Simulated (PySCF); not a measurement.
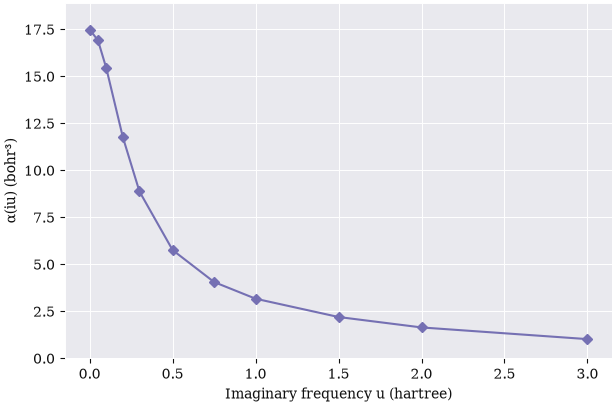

Dipole polarisability at imaginary frequency of an atom or ion with 47 electrons in the configuration [Kr] 4d¹⁰ 5s. Coupled response at the HF level; PySCF, def2-TZVPPD with a 28-electron core potential, unrestricted single determinants, no spin-orbit coupling.

Q: Which species is it, and what does the curve give?

A: In²⁺. The static dipole polarisability is 17.5 bohr³; α(iu) falls to half of it near u = 0.31 hartree. The Casimir–Polder integral gives C₆ = 81.3 hartree bohr⁶ for two such species.
